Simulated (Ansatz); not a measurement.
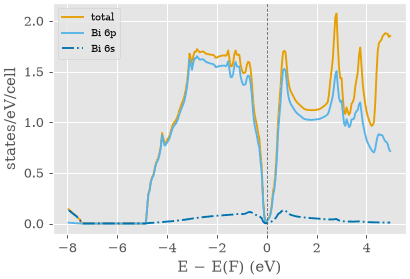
Figure. Total and projected density of states of Bi (A7 (α-As type), R-3m), the program Ansatz at the PBE+D3(BJ) level (PAW)

Q: Which orbitals carry the states next to the Fermi level?

A: Within 0.5 eV of the Fermi level: Bi 6p 88 %, Bi 6s 9 %. Projections are on Löwdin-orthogonalised atomic valence shells; empty p or d shells of many metals are not among them.

Q: Where is the tallest occupied peak in this window, and what makes it?

A: Near -2.8 eV, about 1.7 states/eV per cell; the largest projected share is Bi 6p.

Symmetry was held in the PBE+D3(BJ) relaxation. The pairwise dispersion correction was not fitted to metals. Spin–orbit coupling is left out wherever it is not named.

Potentials: the later of the program's two PAW sets.
